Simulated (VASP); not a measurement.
Band structure of PtSe₂ (1T layered). Method: optB86b-vdW, VASP's PBE PAW potentials (set 64) (plane waves; VASP).

Unless said otherwise, spin-orbit coupling is left out, though it shifts the bands of the heavy elements here.

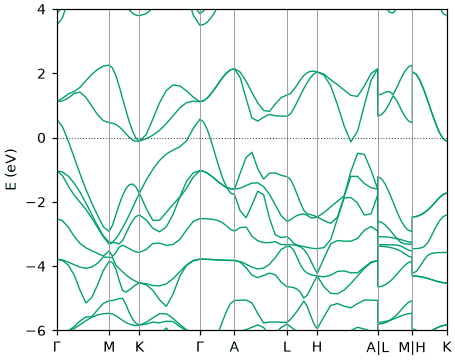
Figure. Bands along high-symmetry lines, zero at the valence-band maximum or, without a gap, the Fermi level

### Question
Read the plot: is there a gap, and where are the band edges?

### Answer
It has no gap at this level: it comes out as a metal or semimetal. (Edges off the drawn lines would not show.)

The compound is PtSe2 in the 1T layered structure. It was relaxed first.
